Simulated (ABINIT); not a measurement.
# A GW chain in ABINIT: WSe2 (P6_3/mmc), part 2 of 2

Aim: the G0W0 gap of WSe2 (P6_3/mmc) on PBE, step by step.

ABINIT 10.8.3; PBE and many-body steps on it, plane waves. Known limits of the many-body steps: not at the basis limit; no spin-orbit coupling; coarse k mesh.

So far. Step 2 (Ground state): The gap is indirect, with the least direct gap 0.55 eV higher. Step 3 (Empty states on the mesh, 3×3×1 mesh, 190 bands): On this mesh the gap is 1.330 eV. The earlier step found 0.978 eV, so this mesh misses an edge.

The database entry behind the starting cell differs from later determinations by our own check (a about 0.2 % long), so it need not match the best structure at ambient conditions.

## (4) Screening, 3×3×1 mesh, 174 bands, screening to 106.1 eV

The RPA dielectric matrix is built and inverted for each q.

This step: RPA screening on PBE, plane waves, norm-conserving pseudopotentials.

Input file run.abi:

```
acell 3*1.0 Angstrom
rprim 
  3.290000000028 -0.000000000007 0.000000000000
  -1.645000000008 2.849223578479 0.000000000000
  0.000000000000 0.000000000000 12.970000000000
ntypat 2
znucl 74 34
natom 6
typat 1 1 2 2 2 2
xred 
  0.333333333333 0.666666666667 0.250000000000
  0.666666666667 0.333333333333 0.750000000000
  0.333333333333 0.666666666667 0.621000000000
  0.666666666667 0.333333333333 0.121000000000
  0.333333333333 0.666666666667 0.879000000000
  0.666666666667 0.333333333333 0.379000000000
pp_dirpath "pseudos"
pseudos "W.upf, Se.upf"
ecut 58
ngkpt 3 3 1
nshiftk 1
shiftk 0 0 0
kptopt 1
chksymbreak 0
istwfk *1
occopt 1
irdwfk 1
optdriver 3
nband 174
ecuteps 3.9
inclvkb 2
awtr 1
symchi 1
indata_prefix "in"
outdata_prefix "out"
tmpdata_prefix "tmp"
```

On the command line:

```console
> OMP_NUM_THREADS=1 mpirun -n 4 abinit run.abi > log
```

Numbers of over 12 decimals in the logs are rounded to 6 here.

What it wrote:

```text
.Version 10.8.3 of ABINIT. v10.8.2 released Aug 2026.

 Symmetries : space group P6_3/m m c (#194); Bravais hP (primitive hexag.)
[... echo of the input left out ...]
== DATASET  1 ==================================================================
-   mpi_nproc: 4, omp_nthreads: 1 (-1 if OMP is not activated)

--- !DatasetInfo
iteration_state: {dtset: 1, }
dimensions: {natom: 6, nkpt: 3, mband: 174, nsppol: 1, nspinor: 1, nspden: 1, mpw: 17365, }
cutoff_energies: {ecut:  58.0, pawecutdg:  -1.0, }
electrons: {nelect:   1.24000000E+02, charge:   0.00000000E+00, occopt:   1.00000000E+00, tsmear:   1.00000000E-02, }

 SCREENING: Calculation of the susceptibility and dielectric matrices

 Based on a program developped by R.W. Godby, V. Olevano, G. Onida, and L. Reining.
 Incorporated in ABINIT by V. Olevano, G.-M. Rignanese, and M. Torrent.
.Using double precision arithmetic ; gwpc =  8

[... cell and pseudopotentials left out ...]
--------------------------------------------------------------------------------

 ==== K-mesh for the wavefunctions ====
 Number of points in the irreducible wedge :     3
[... list of points left out ...]
 Together with 24 symmetry operations and time-reversal symmetry
 yields     9 points in the full Brillouin Zone.

 ==== Q-mesh for the screening function ====
 Number of points in the irreducible wedge :     3
[... list of points left out ...]
 Together with 24 symmetry operations and time-reversal symmetry
 yields     9 points in the full Brillouin Zone.

 setmesh: FFT mesh size selected  =    24x   24x  108
          total number of points  =        62208

 vcoul_init : cutoff-mode = AUXILIARY_FUNCTION
 q-points for optical limit:   1
     1)      0.000010    0.000020    0.000030

- screening: taking advantage of time-reversal symmetry
- Maximum band index for partially occupied states nbvw = 62
- Remaining bands to be divided among processors   nbcw = 112
- Number of bands treated by each node ~28

 Number of electrons calculated from density =  124.0000; Expected =  124.0000
 average of density, n =  0.151134
 r_s =    1.1646
 omega_plasma =   37.5005 [eV]

 calculating chi0 at frequencies [eV] :
  1    0.000000E+00    0.000000E+00
  2    0.000000E+00    3.750049E+01

--------------------------------------------------------------------------------
  q-point number  1        q = ( 0.000000, 0.000000, 0.000000) [r.l.u.]
--------------------------------------------------------------------------------
[... chi0 elements left out ...]
 For q-point:  0.000010 0.000020 0.000030
  dielectric constant =  18.8653
  dielectric constant without local fields =  21.0123

  Average fulfillment of the sum rule on Im[epsilon] for q-point    1 :     40.31  [%]
[... wings left out ...]
  q-point number  2        q = ( 0.333333, 0.000000, 0.000000) [r.l.u.]
--------------------------------------------------------------------------------
[... chi0 elements left out ...]
  Average fulfillment of the sum rule on Im[epsilon] for q-point    2 :     38.07  [%]

 [... 1 further q-points ...]
```

Wall time 1.8 min (4 MPI ranks of Arm Neoverse V2, shared host); peak memory 2.5 GiB.

Numbers from this step:

```
ε∞ with local fields, on this mesh, along the program's q direction : 18.87
the same without local fields                                       : 21.01
plasma frequency                                                    : 37.50 eV
plane waves in the screening matrix                                 : 291
```

Local fields lower ε∞ by 10 %. On a Γ-centred mesh this coarse the value itself is usually too large, while a short band sum pulls it down.

## (5) Self-energy, 3×3×1 mesh, 174 bands, screening to 106.1 eV

The self-energy is evaluated for the states that the input lists, and the levels follow from it, in one-shot runs by the linearised quasiparticle equation.

This step: G0W0 on PBE, plane waves, norm-conserving pseudopotentials.

Edit run.abi of step 4 so:

```diff
@@ -27,8 +27,17 @@
 irdwfk 1
-optdriver 3
+optdriver 4
 nband 174
+gwcalctyp 0
+ecutsigx 58
+symsigma 1
+nkptgw 2
+kptgw 
+  0.0000000000 0.0000000000 0.0000000000
+  0.3333333333 0.3333333333 0.0000000000
+bdgw 
+  61 64
+  61 64
 ecuteps 3.9
-inclvkb 2
-awtr 1
-symchi 1
+irdscr 1
+ppmodel 1
 indata_prefix "in"
```

What it wrote:

```text
.Version 10.8.3 of ABINIT. v10.8.2 released Aug 2026.

 Symmetries : space group P6_3/m m c (#194); Bravais hP (primitive hexag.)
[... echo of the input left out ...]
== DATASET  1 ==================================================================
-   mpi_nproc: 4, omp_nthreads: 1 (-1 if OMP is not activated)

--- !DatasetInfo
iteration_state: {dtset: 1, }
dimensions: {natom: 6, nkpt: 3, mband: 174, nsppol: 1, nspinor: 1, nspden: 1, mpw: 17365, }
cutoff_energies: {ecut:  58.0, pawecutdg:  -1.0, }
electrons: {nelect:   1.24000000E+02, charge:   0.00000000E+00, occopt:   1.00000000E+00, tsmear:   1.00000000E-02, }

 SIGMA: Calculation of the GW corrections

 Based on a program developped by R.W. Godby, V. Olevano, G. Onida, and L. Reining.
 Incorporated in ABINIT by V. Olevano, G.-M. Rignanese, and M. Torrent.
.Using double precision arithmetic ; gwpc =  8

[... cell and pseudopotentials left out ...]
--------------------------------------------------------------------------------

 ==== K-mesh for the wavefunctions ====
 Number of points in the irreducible wedge :     3
[... list of points left out ...]
 Together with 24 symmetry operations and time-reversal symmetry
 yields     9 points in the full Brillouin Zone.

 ==== Q-mesh for screening function ====
 Number of points in the irreducible wedge :     3
[... list of points left out ...]
 Together with 24 symmetry operations and time-reversal symmetry
 yields     9 points in the full Brillouin Zone.

 vcoul_init : cutoff-mode = AUXILIARY_FUNCTION
 q-points for optical limit:   1
     1)      0.000010    0.000020    0.000030
 setmesh: FFT mesh size selected  =    40x   40x  180
          total number of points  =       288000

 Number of electrons calculated from density =  124.0000; Expected =  124.0000
 average of density, n =  0.151134
 r_s =    1.1646
 omega_plasma =   37.5005 [eV]

 === KS Band Gaps ===
  >>>> For spin  1
   Minimum direct gap =   1.5238 [eV], located at k-point      :   0.3333  0.3333  0.0000
   Fundamental gap    =   1.3302 [eV], Top of valence bands at :   0.0000  0.0000  0.0000
                                       Bottom of conduction at :   0.3333  0.3333  0.0000
 SIGMA fundamental parameters:
 PLASMON POLE MODEL  1
 number of plane-waves for SigmaX                17365
 number of plane-waves for SigmaC and W            291
 number of plane-waves for wavefunctions         17365
 number of bands                                   174
 number of independent spin polarizations            1
 number of spinorial components                      1
 number of k-points in IBZ                           3
 number of q-points in IBZ                           3
 number of symmetry operations                      24
 number of k-points in BZ                            9
 number of q-points in BZ                            9
 number of frequencies for dSigma/dE                 9
 frequency step for dSigma/dE [eV]                0.25
 number of omega for Sigma on real axis              0
 max omega for Sigma on real axis  [eV]           0.00
 zcut for avoiding poles [eV]                     0.10

 EPSILON^-1 parameters (SCR file):
 dimension of the eps^-1 matrix on file            291
 dimension of the eps^-1 matrix used               291
 number of plane-waves for wavefunctions         17365
 number of bands                                   174
 number of q-points in IBZ                           3
 number of frequencies                               2
 number of real frequencies                          1
 number of imag frequencies                          1

 matrix elements of self-energy operator (all in [eV])

 Perturbative Calculation

--- !SelfEnergy_ee
iteration_state: {dtset: 1, }
kpoint     : [   0.000,    0.000,    0.000, ]
spin       : 1
KS_gap     :    2.641
QP_gap     :    3.117
Delta_QP_KS:    0.477
data: !SigmaeeData |
     Band     E0 <VxcDFT>   SigX SigC(E0)      Z dSigC/dE  Sig(E)    E-E0       E
       61   8.758 -14.826 -17.379   2.401   0.804  -0.244 -14.948  -0.122   8.636
       62   9.827 -16.046 -16.694   1.098   0.796  -0.257 -15.689   0.357  10.184
       63  12.468 -15.994 -11.310  -3.644   0.801  -0.248 -15.161   0.834  13.302
       64  12.468 -15.994 -11.310  -3.644   0.801  -0.248 -15.161   0.834  13.302

--- !SelfEnergy_ee
iteration_state: {dtset: 1, }
kpoint     : [   0.333,    0.333,    0.000, ]
spin       : 1
KS_gap     :    1.524
QP_gap     :    2.141
Delta_QP_KS:    0.617
data: !SigmaeeData |
     Band     E0 <VxcDFT>   SigX SigC(E0)      Z dSigC/dE  Sig(E)    E-E0       E
       61   9.388 -14.952 -16.073   1.414   0.796  -0.257 -14.718   0.234   9.621
       62   9.634 -15.594 -16.603   1.400   0.795  -0.258 -15.283   0.311   9.944
       63  11.158 -16.260 -11.196  -3.893   0.792  -0.263 -15.333   0.928  12.085
       64  11.158 -16.260 -11.196  -3.893   0.792  -0.263 -15.333   0.928  12.085

== END DATASET(S) ==============================================================
================================================================================

 -outvars: echo values of variables after computation  --------
           etotal      0.0000000000E+00
            nband         174
             nkpt           3
          spgroup         194
 [... the other variables as echoed above ...]

 Calculation completed.
```

The job ended after 13 s (4 MPI ranks; peak memory 1.9 GiB; 50 s of CPU time).

This step gave:

```
G0W0 gap on the points computed              : 1.901 eV
starting gap on the mesh                     : 1.330 eV
k of the valence top                         : 0, 0, 0
k of the conduction bottom                   : 0.3333, 0.3333, 0
Z at the valence top                         : 0.796
Z at the conduction bottom                   : 0.792
least direct G0W0 gap on the computed points : 2.141 eV
```

The gap on the mesh goes from 1.33 eV to 1.90 eV, a correction of +0.57 eV. The start differs from the 0.98 eV found before because the two sample other k points.

Limits: finite bands, cutoff and mesh; no spin-orbit coupling; coarse k mesh. v1 is the top filled band, c1 the lowest empty one. Levels before and after the correction, in eV, zero at the valence-band top of each column:

|  | conduction bottom | valence top |
| --- | --- | --- |
| Kohn-Sham | 1.33 | 0.00 |
| G0W0 | 1.90 | 0.00 |

|  | level | energy (eV) |
| --- | --- | --- |
| Kohn-Sham | Γ v2 | -1.070 |
| Kohn-Sham | Γ v1 | 0.000 |
| Kohn-Sham | Γ c1-c2 | 2.641 |
| Kohn-Sham | (0.333 0.333 0) v2 | -0.440 |
| Kohn-Sham | (0.333 0.333 0) v1 | -0.194 |
| Kohn-Sham | (0.333 0.333 0) c1-c2 | 1.330 |
| G0W0 | Γ v2 | -1.548 |
| G0W0 | Γ v1 | 0.000 |
| G0W0 | Γ c1-c2 | 3.118 |
| G0W0 | (0.333 0.333 0) v2 | -0.563 |
| G0W0 | (0.333 0.333 0) v1 | -0.240 |
| G0W0 | (0.333 0.333 0) c1-c2 | 1.901 |

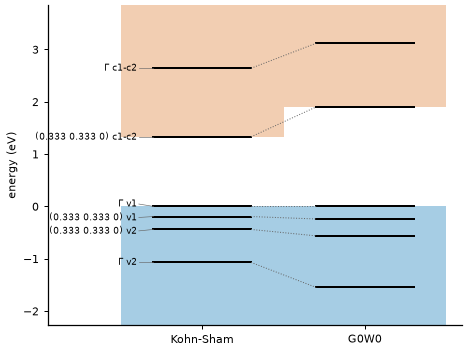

Levels before and after the correction. Shaded: valence and conduction bands.

## (6) Where the time went

Times are wall times on the hardware named with each run, good to a factor of about two.

| step | time | share | memory (GiB) |
| --- | --- | --- | --- |
| ground state | 4.2 min | 48 % | 0.95 |
| empty states on the mesh | 2.5 min | 29 % | 0.51 |
| screening | 1.8 min | 21 % | 2.5 |
| self-energy | 13 s | 2 % | 1.9 |

## (7) Outcome

| Quantity | Value |
| --- | --- |
| PBE gap | 0.98 eV, indirect |
| G0W0 gap on the mesh | 1.90 eV |
| G0W0 gap over the zone (rigid shift) | 1.55 eV |
| GW settings | 3×3×1 mesh, 174 bands, screening to 106.1 eV, Godby-Needs plasmon pole |
| known limits | not at the basis limit; no spin-orbit coupling; coarse k mesh |

G0W0 moves the gap on the mesh from 1.33 eV to 1.90 eV (+0.57 eV), with Z of 0.80 and 0.79 at the edges. The mesh misses the band edges by 0.35 eV in all; a rigid shift gives 1.55 eV for the zone. Local fields lower the RPA ε∞ on this mesh from 21.01 to 18.87; a Γ-centred mesh this coarse tends to raise both, most where the direct gap is narrow, while a short band sum lowers them. Only 2 of the mesh's irreducible points were corrected, so a valley elsewhere could overtake. The dearest step here is «ground state». Bands and cutoff are finite, so the gap is not at the basis limit. The miss can reach some tenths of an eV and take either sign; the mesh is an error of its own. In the G0W0 run levels were corrected at 2 k points alone, so a gap called «on the mesh» is the least over those, and an edge elsewhere would be missed. A denser mesh or path gives a starting gap of 0.98 eV: the GW mesh misses a band edge, so its gaps are not the fundamental one. The 3×3×1 mesh is coarse for this cell, which bears on the long-range parts of exchange and screening. The many-body steps are scalar-relativistic: spin-orbit coupling is not in them.

[Paths, hosts, dates, memory and timing lines, banners, echoed tables and standing remarks are left out of the program output.]

[Logs are printed without paths, hosts, clocks, repeated set-up lines and the standing remarks that a program may print on its own settings, such as how far it seeks lower states.]

[Runs of the session that timed out or met a known fault of the program may be left out.]

[Hosts, paths, dates, database ids (printed as entryN), source tags and the programs' standing remarks are cut or masked in the printed files.]

[G0W0 gaps are taken among the corrected bands and points alone; a level outside them can change the order at an edge.]

[Where Ansatz stands beside ABINIT at settings called matched, ABINIT's density can come from a denser mesh and the files from another edition; pairs whose starting gaps differed by over 0.03 eV were left out, so agreement reads better than it is.]
